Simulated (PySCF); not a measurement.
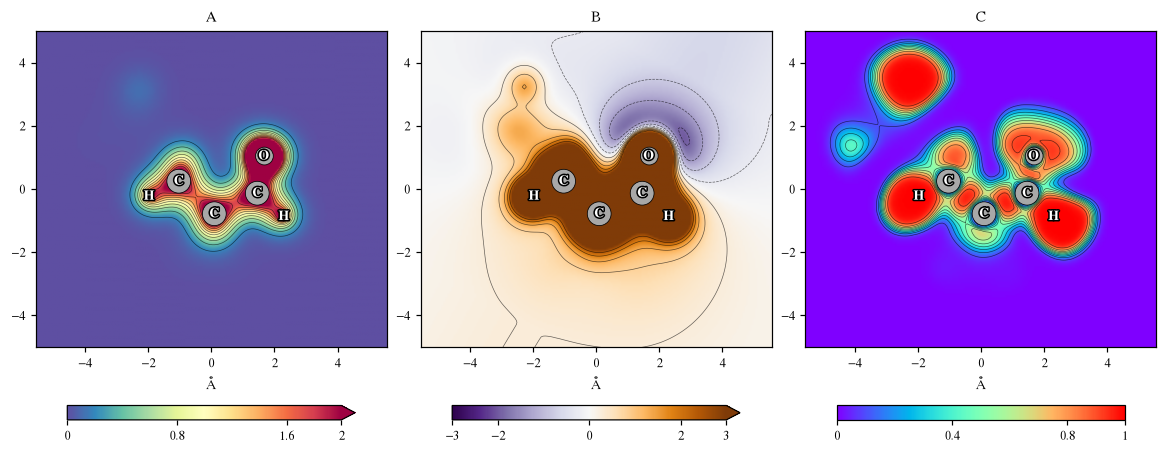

C₅H₁₂OSi (SMILES C[C@H](C=O)CC[SiH3]): 3 fields on the plane of atoms C2, C3 and H12, with unlabelled colour scales. Grey discs cover the atomic cores.

Geometry: GFN2-xTB.

Theory: PBE0/pcSseg-1, SCF density, gas phase, non-relativistic in PySCF.

The panels show electron density, electron localisation function and electrostatic potential in some order. Assign them.

Answer. Panel A: electron density. Panel B: electrostatic potential (strongly positive close to the atoms, with negative regions outside electron-rich atoms). Panel C: electron localisation function. From the grid: C–O (1.20 Å): the density is about 3.4 e/Å³ at the midpoint; the ELF peaks at about 0.85 between the atoms: a multiple bond. C–C (1.51 Å): ρ at the midpoint is about 1.8 e/Å³; the ELF peaks at about 0.95 between the atoms; a covalent bond.
